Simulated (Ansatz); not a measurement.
Run report: CH5AlF2, molecular dynamics (part 3 of 3)

Continued. System: CH5AlF2. Method: RKS PBE-D4/6-31G* (Ansatz 0.2.0). It belongs to a series of runs on one base structure; here: dynamics from the highest image of the converged band.

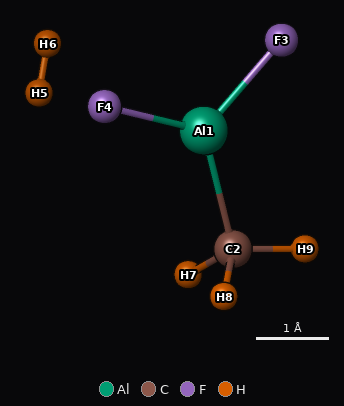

The geometry at step 80 of the log (ball-and-stick view, seen at a tilt; atoms are numbered from 1 in the order of the input).

### What the program printed, continued
```
md step   199: t =    99.50 fs  T =  1313.4 K  F+E_penalty+E_count = -13141.06785771 eV  E_kin = 1.188356 eV  conserved = -13139.87950137 eV  (27 SCF iters, 3 dispersion substeps)
these checks for a lower state are left out or cut short: starts, cluster_reference, orbital_swaps, neighbouring_geometries, increment
855 factors; their error is unknown
mean field evaluation 1600: about -13141.0032 eV, gradient 8.5e-1 eV
mean field -13140.96766482 eV, -482.9216544143 hartree, gradient 1.3e-5 eV, S^2 0.000000; 0 other end points of the search recorded, 0 dependent functions left out
the calculation of the forces begins
reference -13140.96772151 eV, -482.9216564976 hartree; 21, 21 occupied and 53, 53 virtual orbitals, 855 factors
855 factors; their error is unknown
mean field -13140.96766482 eV, -482.9216544143 hartree, gradient 1.3e-5 eV, S^2 0.000000; 1 other end points of the search recorded, 0 dependent functions left out
the calculation of the forces begins
reference -13140.96772151 eV, -482.9216564976 hartree; 21, 21 occupied and 53, 53 virtual orbitals, 855 factors
md step   200: t =   100.00 fs  T =  1315.0 K  F+E_penalty+E_count = -13141.06891212 eV  E_kin = 1.189834 eV  conserved = -13139.87907859 eV  (26 SCF iters, 3 dispersion substeps)
```

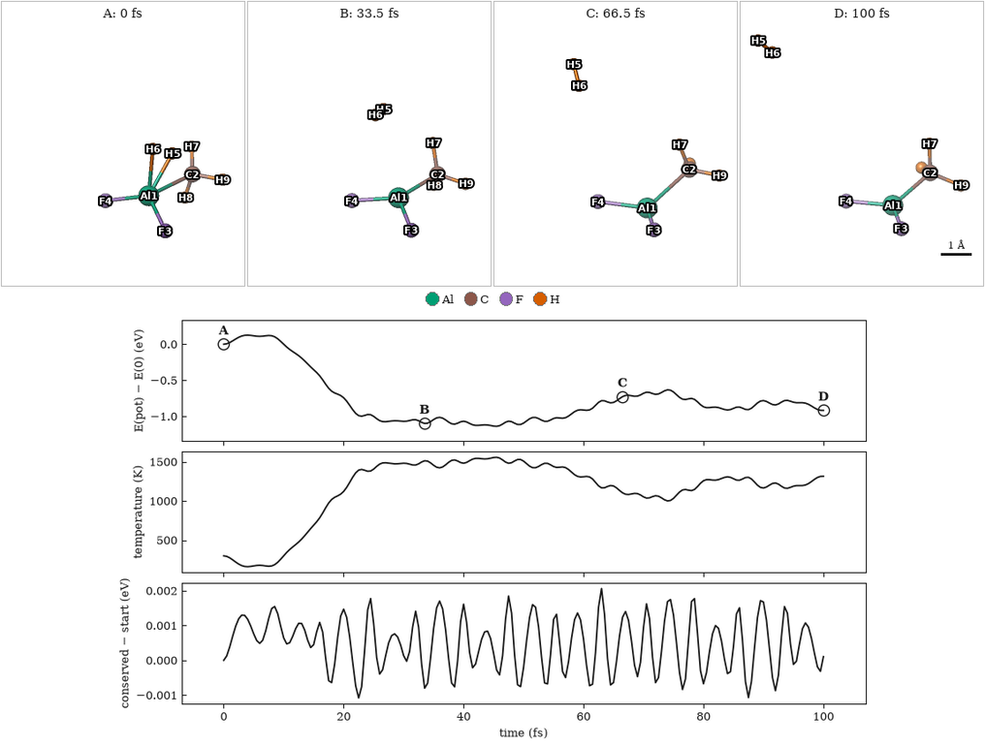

Frames of the molecular dynamics (ball-and-stick, seen at a tilt) above the curves, on which the letters mark them. The trajectory kept here has 201 frames over 100 fs. The temperature starts at 300 K, ranges from 162 to 1558 K and averages 1234 K over the second half. The potential energy ends 0.918 eV below its first value. The conserved quantity stays within 0.0031 eV. After an unweighted best fit of the last frame on the first, the root-mean-square displacement is 3.23 Å, and H5 has moved furthest (6.70 Å).

```
Total energy: -13141.06896881 eV, -482.9253772674 hartree
Atom 0 at    -0.306653     0.093776    -1.032141 Å, force    -0.240067    -0.487051     0.312376 eV/Å
Atom 1 at     1.148983     0.305704     0.093163 Å, force     2.393688     0.909854    -0.910501 eV/Å
Atom 2 at    -0.694460    -1.348341    -1.660646 Å, force    -0.142270    -1.441233    -0.908382 eV/Å
Atom 3 at    -1.568587     1.103703    -1.044326 Å, force    -1.166793     1.399928    -0.161774 eV/Å
Atom 4 at    -7.399347    -2.360808     4.755620 Å, force    -0.651209    -0.044602     0.428998 eV/Å
Atom 5 at    -6.790800    -2.319194     4.355157 Å, force     0.651236     0.044616    -0.429089 eV/Å
Atom 6 at     0.925618     0.117190     1.111741 Å, force    -0.351637    -0.905686     1.425979 eV/Å
Atom 7 at     1.394825     1.377074     0.141877 Å, force     0.233784     0.291243    -0.260468 eV/Å
Atom 8 at     2.087752    -0.220088    -0.249781 Å, force    -0.726734     0.232931     0.502862 eV/Å
Dipole moment:     0.474857     0.184869     0.104609 e Å
```

### Trajectory as extended XYZ (Å, eV, eV/Å), 11 of the 201 frames kept, from step=0 to step=200
```
9
Properties=species:S:1:pos:R:3:forces:R:3 step=0 time_fs=0.0 energy=-13140.15063 temperature=300.0
Al   -0.7752   -0.1240   -0.7252   -0.0024  -0.0016  -0.0039
C     0.9039    0.2191    0.4653    0.0043  -0.0009   0.0008
F    -0.5228   -1.3397   -1.8321   -0.0010   0.0025   0.0015
F    -1.5416    1.2803   -1.1810    0.0009  -0.0021  -0.0010
H    -0.4355   -0.3762    0.8762   -0.0004   0.0012   0.0005
H    -1.4559   -0.7496    0.7735    0.0001   0.0001   0.0010
H     0.9430    0.7810    1.4140   -0.0009   0.0002   0.0013
H     1.2792    0.9384   -0.2979   -0.0008   0.0011   0.0010
H     1.6048   -0.6293    0.5071    0.0001  -0.0005  -0.0013
9
Properties=species:S:1:pos:R:3:forces:R:3 step=20 time_fs=10.0 energy=-13140.15110 temperature=301.2
Al   -0.7849   -0.1394   -0.7262    1.4872   1.2349   0.0148
C     0.9270    0.2311    0.4482   -1.0560   0.4977  -0.5657
F    -0.5151   -1.3442   -1.8409   -0.4024  -0.1956   0.1340
F    -1.5416    1.2887   -1.1804   -0.1504  -0.5240   0.1106
H    -0.5558   -0.3523    0.9390   -0.9611  -0.1277   0.3423
H    -1.4621   -0.5463    0.9665    0.0611  -0.3211   0.0068
H     0.8219    0.6514    1.4706    0.1950  -0.1578  -0.0842
H     1.3931    1.0288   -0.1421    0.1801   0.3101  -0.2003
H     1.5800   -0.6223    0.4250    0.6464  -0.7165   0.2416
9
Properties=species:S:1:pos:R:3:forces:R:3 step=40 time_fs=20.0 energy=-13140.89323 temperature=1122.3
Al   -0.7367   -0.1142   -0.7300    2.2915   0.7724  -0.2231
C     0.9303    0.2439    0.3766   -1.3824   0.5381   0.9060
F    -0.5285   -1.3570   -1.8425   -0.6378   0.0538   0.3706
F    -1.5518    1.2736   -1.1748   -0.4867  -0.3406   0.0617
H    -1.1339   -0.3785    1.3209   -1.4735  -0.7602   0.0256
H    -1.8745   -0.7250    1.2751    1.1012   0.5474   0.0924
H     0.7767    0.4426    1.4690   -0.3659   0.2607  -0.3881
H     1.5198    1.0902    0.0258    0.0104   0.4565  -0.4260
H     1.6017   -0.5721    0.4445    0.9433  -1.5282  -0.4191
9
Properties=species:S:1:pos:R:3:forces:R:3 step=60 time_fs=30.0 energy=-13141.22002 temperature=1482.0
Al   -0.6132   -0.0608   -0.7483    0.0088   0.1556  -1.7207
C     0.9255    0.2351    0.3281   -1.4236   1.0955   1.1216
F    -0.5728   -1.3670   -1.8250   -0.3748   0.3362   0.5638
F    -1.5847    1.2395   -1.1646   -0.2203  -0.3372   0.1837
H    -1.9203   -0.5566    1.8532   -0.3909  -0.3098  -0.1889
H    -2.5172   -0.9873    1.6284    0.4267   0.3064   0.1238
H     0.5344    0.3912    1.3659    0.7120  -0.2500  -0.2372
H     1.4646    1.1326    0.0277    0.1102   0.3528  -0.1626
H     1.5359   -0.6158    0.2069    1.1520  -1.3495   0.3166
9
Properties=species:S:1:pos:R:3:forces:R:3 step=80 time_fs=40.0 energy=-13141.21854 temperature=1482.0
Al   -0.4893   -0.0023   -0.8232   -1.9548  -0.2099  -1.4307
C     0.9253    0.2211    0.3254    0.3124   0.6810   1.9399
F    -0.6358   -1.3623   -1.7822   -0.0196   0.0130   0.0554
F    -1.6279    1.1891   -1.1459    0.2171  -0.1963   0.1374
H    -2.7250   -0.7820    2.3410    1.2035   1.2724   1.0442
H    -3.1356   -1.2193    1.9768   -1.1793  -1.2643  -1.0695
H     0.6725    0.2714    1.4213    0.0621   0.2742  -0.7426
H     1.3773    1.1682   -0.0080    0.4312   0.0253   0.3165
H     1.5962   -0.6096    0.2294    0.9274  -0.5953  -0.2506
9
Properties=species:S:1:pos:R:3:forces:R:3 step=100 time_fs=50.0 energy=-13141.24467 temperature=1508.9
Al   -0.4205    0.0507   -0.9413   -0.1181  -0.0403   1.1161
C     1.0065    0.2133    0.3902    0.7306   1.2576   0.2573
F    -0.7012   -1.3590   -1.7371    0.1030  -0.6161  -0.5203
F    -1.6636    1.1312   -1.1212   -0.0203   0.4230  -0.0775
H    -3.4960   -0.9812    2.8357   -0.3062  -0.5661  -0.6356
H    -3.7630   -1.4702    2.2910    0.3150   0.5693   0.6268
H     0.7695    0.3025    1.4924   -0.1623  -0.4213  -0.9420
H     1.5424    1.1780    0.1856   -0.3606  -0.0884  -0.0004
H     1.8293   -0.4965    0.2279   -0.1811  -0.5176   0.1756
9
Properties=species:S:1:pos:R:3:forces:R:3 step=120 time_fs=60.0 energy=-13141.06315 temperature=1309.2
Al   -0.3617    0.0985   -1.0281    0.2849  -0.6419   1.4286
C     1.1450    0.2572    0.4283   -1.1610  -0.3919  -0.5955
F    -0.7603   -1.3796   -1.7134    0.4367   0.1668  -0.1033
F    -1.6981    1.0918   -1.0992    0.2359   0.4142  -0.0746
H    -4.2932   -1.2198    3.2868   -0.1053  -0.7898  -1.1145
H    -4.3550   -1.6786    2.6396    0.1082   0.7909   1.1118
H     0.5870    0.0984    1.4064    0.4744   0.3584  -0.8061
H     1.6267    1.2641    0.3918   -0.0603  -0.6437   0.1930
H     1.8553   -0.6046    0.3194   -0.2135   0.7371  -0.0393
9
Properties=species:S:1:pos:R:3:forces:R:3 step=140 time_fs=70.0 energy=-13140.83071 temperature=1052.7
Al   -0.2969    0.1257   -1.0662   -0.7669  -0.6744   0.8177
C     1.1947    0.2891    0.3818   -0.1895  -0.6836  -0.4819
F    -0.7966   -1.3920   -1.6955    0.8856   0.9603   0.2772
F    -1.7173    1.0713   -1.0809    1.1296  -0.0559  -0.0189
H    -5.0891   -1.5056    3.6657   -0.3488   0.8096   1.4799
H    -4.9455   -1.8385    3.0577    0.3495  -0.8093  -1.4806
H     0.4713    0.0522    1.2036    0.4642   0.0712   0.0583
H     1.7477    1.2235    0.6631   -0.6338  -0.3712  -0.5260
H     1.9560   -0.5593    0.3426   -0.8899   0.7533  -0.1256
9
Properties=species:S:1:pos:R:3:forces:R:3 step=160 time_fs=80.0 energy=-13141.01869 temperature=1258.6
Al   -0.2584    0.1296   -1.0731   -1.4944  -0.4351   0.5888
C     1.1639    0.2963    0.2818    0.8898  -0.4291  -0.1373
F    -0.7903   -1.3620   -1.6667    0.8107   0.3212  -0.0549
F    -1.6842    1.0513   -1.0641    0.9323   0.2094  -0.0771
H    -5.8861   -1.7768    4.0690   -0.0085   0.0055   0.0160
H    -5.5338   -2.0128    3.4504    0.0087  -0.0054  -0.0163
H     0.5657    0.0243    1.1634   -0.2032  -0.2667   0.2899
H     1.6196    1.2713    0.5811   -0.1415  -0.3819  -0.6220
H     1.9672   -0.5138    0.1871   -0.7941   0.9821   0.0130
9
Properties=species:S:1:pos:R:3:forces:R:3 step=180 time_fs=90.0 energy=-13140.93225 temperature=1165.7
Al   -0.2682    0.1179   -1.0589   -0.7548  -0.3379   0.2922
C     1.1142    0.2944    0.1860    2.5192  -0.2443  -1.4491
F    -0.7459   -1.3216   -1.6430    0.0886  -1.4880  -0.8851
F    -1.6106    1.0459   -1.0511   -0.7264   1.3293  -0.1218
H    -6.6779   -2.0625    4.4478    1.1371  -0.2269  -1.1978
H    -6.1272   -2.1723    3.8674   -1.1371   0.2270   1.1976
H     0.7113   -0.0461    1.1146   -0.3650   0.0336   1.2384
H     1.4644    1.3394    0.1589    0.1021  -0.0844   0.6343
H     1.9955   -0.3911   -0.0694   -0.8638   0.7916   0.2913
9
Properties=species:S:1:pos:R:3:forces:R:3 step=200 time_fs=100.0 energy=-13141.06891 temperature=1315.0
Al   -0.3067    0.0938   -1.0321   -0.2401  -0.4871   0.3124
C     1.1490    0.3057    0.0932    2.3937   0.9099  -0.9105
F    -0.6945   -1.3483   -1.6606   -0.1423  -1.4412  -0.9084
F    -1.5686    1.1037   -1.0443   -1.1668   1.3999  -0.1618
H    -7.3993   -2.3608    4.7556   -0.6512  -0.0446   0.4290
H    -6.7908   -2.3192    4.3552    0.6512   0.0446  -0.4291
H     0.9256    0.1172    1.1117   -0.3516  -0.9057   1.4260
H     1.3948    1.3771    0.1419    0.2338   0.2912  -0.2605
H     2.0878   -0.2201   -0.2498   -0.7267   0.2329   0.5029
```

The run was set up as follows.

### Input
```yaml
crystal:
  periodic: [false, false, false]
  atoms:
    - { symbol: Al, position_ang: [-0.775198, -0.124, -0.725211] }
    - { symbol: C, position_ang: [0.903939, 0.219107, 0.465318] }
    - { symbol: F, position_ang: [-0.522839, -1.339743, -1.832127] }
    - { symbol: F, position_ang: [-1.541563, 1.280328, -1.181028] }
    - { symbol: H, position_ang: [-0.435474, -0.376189, 0.876183] }
    - { symbol: H, position_ang: [-1.455856, -0.749569, 0.773495] }
    - { symbol: H, position_ang: [0.943012, 0.781043, 1.414031] }
    - { symbol: H, position_ang: [1.279166, 0.938352, -0.29788] }
    - { symbol: H, position_ang: [1.604815, -0.629329, 0.50712] }
basis:
  gaussian: { orbitals: "6-31G*" }
hamiltonian:
  xc: pbe
  dispersion: d4
md:
  timestep: 0.5
  n_steps: 200
  ensemble: nve
  temperature: 300.0
  initial_velocities: maxwell_boltzmann
  seed: 9718
```

Launch command:
```bash
ansatz run input.yaml --threads 2 --pin off --max-ram 3072MiB --backend cpu --events-out ev --progress --plain --runs-dir out
```

### Key numbers

| quantity | value |
| --- | --- |
| outcome | finished |
| mean temperature over the second half | 1234 K |
| trajectory | 200 steps, 100 fs |
| ensemble | nve |
| temperature in the input | 300.0 K |
| time step | 0.5 fs |
| potential energy (last step) | −13141.0690 eV |
| mean-field energy (last step) | −13140.9677 eV |
| largest force (length of the vector) (last step) | 2.718 eV/Å |
| hardware | 2 threads of Intel Xeon (Sapphire Rapids), 16 GiB of memory available, shared host |
| wall time | 2.3 min (CPU time 4.4 min) |
| peak memory | 0.16 GiB |

### Remarks

So short a trajectory is not equilibrated.
